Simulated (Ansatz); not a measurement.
**SiH (SMILES [SiH]): levels of theory compared**

Wanted: a comparison of 6 runs (U-r2SCAN/3-21G, UBLYP/3-21G, UCAM-B3LYP/3-21G, U-wB97M-V/6-311G**, RPA@PBE/3-21G, UCCSDTQ/3-21G) of SiH. 

The calculation is run with Ansatz 0.2.0.

66 further runs of the same task are left out: 2 that didn't finish, 64 set aside as unsound or not needed.

### Step 1. The system as given

The species is SiH (2 atoms), meant as a doublet with charge 0. SMILES: `[SiH]`. The H2–Si1 distance was set to 2.275 Å, away from the relaxed value.

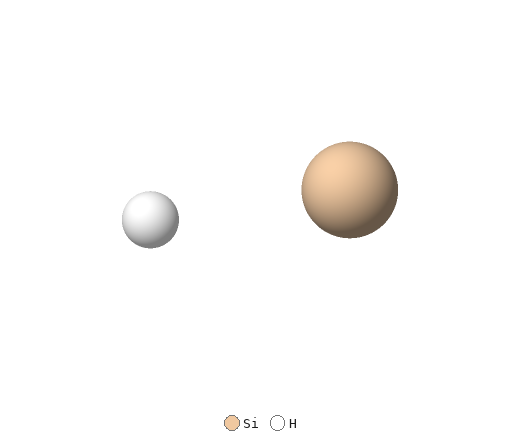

Viewed from a chosen angle; silicon light orange, hydrogen white.

### Step 2. The energy at U-r2SCAN/3-21G (run 1)

molecule.yaml reads:

```yaml
crystal:
  periodic: [false, false, false]
  atoms:
    - symbol: Si
      position_ang: [0.000000, 0.000000, -0.758240]
    - symbol: H
      position_ang: [0.000000, 0.000000, 1.516560]
basis:
  gaussian:
    orbitals: 3-21G.json
magnetization:
  spin_polarized: true
  initial_magnetization: 1
hamiltonian:
  xc: r2scan
accuracy: high
```

The basis set 3-21G is read from a file made from the Basis Set Exchange's data (not shown).

Run with:

```console
$ ansatz run molecule.yaml --threads 1 --pin off --max-ram 2610MiB --events-out events.jsonl --progress --plain --runs-dir runs
```

Output:

```text
Warning: RAYON_NUM_THREADS=1 ignored (pool sized by the plan → 1); use --threads N
Functional definition: r2SCAN
  name "r2SCAN"
  parameter k0 = 0.174
  parameter k1 = 0.065
  parameter a1 = 4.9479
  exchange = r2scan_x(k0 = k0, k1 = k1, a1 = a1)
  correlation = r2scan_c
280 factors; integrals over basis functions are off by at most 2.9e-9 eV
mean field evaluation 1: about -7845.9417 eV, gradient 5.7e0 eV
mean field evaluation 2: about -7844.3811 eV, gradient 1.1e1 eV
mean field evaluation 4: about -7846.3846 eV, gradient 2.6e-1 eV
mean field evaluation 8: about -7846.3897 eV, gradient 5.7e-2 eV
mean field evaluation 16: about -7846.3902 eV, gradient 4.3e-6 eV
mean field evaluation 32: about -7846.3902 eV, gradient 3.1e-2 eV
mean field evaluation 64: about -7845.4664 eV, gradient 4.5e0 eV
mean field -7846.39021105 eV, -288.3495217819 hartree, gradient 4.0e-8 eV, S^2 0.796859; 10 other end points of the search recorded, 0 dependent functions left out
reference -7846.39021251 eV, -288.3495218353 hartree; 8, 7 occupied and 7, 8 virtual orbitals, 280 factors
Total energy: -7846.39021251 eV, -288.3495218353 hartree
```

Wall time 4.8 s (1 thread of Arm Neoverse V2, shared host); peak memory 0.14 GiB.

### Step 3. The energy at UBLYP/3-21G (run 2)

molecule.yaml reads:

```yaml
crystal:
  periodic: [false, false, false]
  atoms:
    - symbol: Si
      position_ang: [0.000000, 0.000000, -0.758240]
    - symbol: H
      position_ang: [0.000000, 0.000000, 1.516560]
basis:
  gaussian: {orbitals: 3-21G.json}
accuracy: high
magnetization: {spin_polarized: true, initial_magnetization: 1}
hamiltonian: {xc: {name: BLYP}}
```

The basis set 3-21G is read from a file made from the Basis Set Exchange's data (not shown).

Run with:

```console
$ ansatz run molecule.yaml --threads 1 --pin off --max-ram 2610MiB --events-out events.jsonl --progress --plain --runs-dir runs
```

Output:

```text
Warning: RAYON_NUM_THREADS=1 ignored (pool sized by the plan → 1); use --threads N
Functional definition: BLYP
  name "BLYP"
  parameter beta = 0.0042
  parameter a = 0.04918
  parameter b = 0.132
  parameter c = 0.2533
  parameter d = 0.349
  exchange = b88_x(beta = beta)
  correlation = lyp_c(a = a, b = b, c = c, d = d)
280 factors; integrals over basis functions are off by at most 2.9e-9 eV
mean field evaluation 1: about -7847.1988 eV, gradient 6.9e0 eV
mean field evaluation 2: about -7844.3079 eV, gradient 1.4e1 eV
mean field evaluation 4: about -7847.8222 eV, gradient 4.8e-1 eV
mean field evaluation 8: about -7847.8254 eV, gradient 3.5e-2 eV
mean field evaluation 16: about -7847.8254 eV, gradient 5.7e-8 eV
mean field evaluation 32: about -7845.2167 eV, gradient 8.8e-4 eV
mean field evaluation 64: about -7847.8265 eV, gradient 3.7e-1 eV
mean field -7847.82544316 eV, -288.4022655889 hartree, gradient 5.4e-8 eV, S^2 0.758182; 13 other end points of the search recorded, 0 dependent functions left out
reference -7847.82547720 eV, -288.4022668401 hartree; 8, 7 occupied and 7, 8 virtual orbitals, 280 factors
Total energy: -7847.82547720 eV, -288.4022668401 hartree
```

Run time: 2 s. Hardware: 1 thread of Arm Neoverse V2, shared host; peak memory 0.09 GiB.

Runs 3 to 4 aren't shown in full; the table further down has their settings and results.

### Step 4. A single-point energy at RPA@PBE/3-21G (run 5)

job.yaml reads:

```yaml
crystal:
  periodic: [false, false, false]
  atoms:
    - {symbol: Si, position_ang: [0.000000, 0.000000, -0.758240]}
    - {symbol: H, position_ang: [0.000000, 0.000000, 1.516560]}
basis:
  gaussian: {orbitals: 3-21G.json}
magnetization: {spin_polarized: true, initial_magnetization: 1}
correlation: {method: rpa, frozen_orbitals: {H: 0, Si: 5}}
accuracy: high
hamiltonian: {xc: pbe}
```

The basis set 3-21G is read from a file made from the Basis Set Exchange's data (not shown).

Run with:

```console
$ ansatz run job.yaml --threads 1 --pin off --max-ram 2610MiB --events-out events.jsonl --progress --plain --runs-dir runs
```

Output:

```text
Warning: RAYON_NUM_THREADS=1 ignored (pool sized by the plan → 1); use --threads N
Functional definition: PBE
  name "PBE"
  parameter kappa = 0.804
  parameter beta = 0.06672455060314922
  exchange = pbe_x(kappa = kappa, mu = beta*pi^2/3)
  correlation = pbe_c(beta = beta)
280 factors; integrals over basis functions are off by at most 2.9e-9 eV
mean field evaluation 1: about -7843.1350 eV, gradient 6.1e0 eV
mean field evaluation 2: about -7843.1343 eV, gradient 6.1e0 eV
mean field evaluation 4: about -7843.6144 eV, gradient 8.9e-1 eV
mean field evaluation 8: about -7843.6255 eV, gradient 3.7e-2 eV
mean field evaluation 16: about -7843.6257 eV, gradient 1.3e-8 eV
mean field evaluation 32: about -7839.5157 eV, gradient 9.1e0 eV
mean field evaluation 64: about -7842.3427 eV, gradient 8.7e-1 eV
mean field evaluation 96: about -7841.9784 eV, gradient 1.0e-1 eV
mean field -7843.62565139 eV, -288.2479260882 hartree, gradient 2.3e-8 eV, S^2 0.760481; 13 other end points of the search recorded, 0 dependent functions left out
5 core orbitals not correlated: weight in the atoms' cores, before any rotation towards them, 1.000 or more for the frozen orbitals, at most 0.000 for the correlated occupied ones
reference -7832.50034064 eV, -287.8390784591 hartree; 3, 2 occupied and 7, 8 virtual orbitals, 280 factors
Total energy: -7835.47371250 eV, -287.9483478594 hartree
```

Wall time 2.7 s (1 thread of Arm Neoverse V2, shared host); peak memory 0.093 GiB.

### Step 5. The energy at UCCSDTQ/3-21G (run 6)

run.yaml reads:

```yaml
crystal:
  periodic: [false, false, false]
  atoms:
    - {symbol: Si, position_ang: [0.000000, 0.000000, -0.758240]}
    - {symbol: H, position_ang: [0.000000, 0.000000, 1.516560]}
basis:
  gaussian:
    orbitals: 3-21G.json
magnetization:
  spin_polarized: true
  initial_magnetization: 1
correlation:
  method: ccsdtq
  frozen_orbitals: {H: 0, Si: 5}
accuracy: high
scf:
  omitted_lower_state_checks: [cluster_reference, increment]
```

The basis set 3-21G is read from a file made from the Basis Set Exchange's data (not shown).

Run with:

```console
$ ansatz run run.yaml --threads 1 --pin off --max-ram 2610MiB --events-out events.jsonl --progress --plain --runs-dir runs
```

Output:

```text
Warning: RAYON_NUM_THREADS=1 ignored (pool sized by the plan → 1); use --threads N
[... 14 lines left out ...]
5 core orbitals not correlated: weight in the atoms' cores, before any rotation towards them, 1.000 or more for the frozen orbitals, at most 0.000 for the correlated occupied ones
[... 32 lines left out ...]
Total energy: -7834.49423608 eV, -287.9123527651 hartree
Checks for a lower state left out: cluster_reference, increment
```

Wall time 4.8 s (1 thread of Arm Neoverse V2, shared host); peak memory 0.12 GiB.

### Step 6. Overview of the runs

| run | level | frozen core orbitals | energy (Eh) | ⟨S²⟩ | wall time |
| --- | --- | --- | --- | --- | --- |
| 1 | U-r2SCAN/3-21G | – | -288.349522 | 0.797 | 4.8 s |
| 2 | UBLYP/3-21G | – | -288.402267 | 0.758 | 2 s |
| 3 | UCAM-B3LYP/3-21G | – | -288.397296 | 0.800 | 0.91 s |
| 4 | U-wB97M-V/6-311G** | – | -289.903713 | 0.770 | 8.1 s |
| 5 | RPA@PBE/3-21G | 5 | -287.948348 | 0.760 | 2.7 s |
| 6 | UCCSDTQ/3-21G | 5 | -287.912353 | 1.244 | 4.8 s |

### Step 7. What came out

| quantity | value |
| --- | --- |
| run 6: total energy | -287.91235 Eh |
| run 6: correlation energy (5 core orbitals frozen) | -53.4 mEh |
| run 6: ⟨S²⟩ of the reference determinant | 1.244 |
| run 6: T1 diagnostic | 0.107 |

Totals of different functionals can't be ranked against each other. Spin contamination of the reference: run 6 ⟨S²⟩ = 1.24. All runs together took 23 s, the longest 8.1 s.
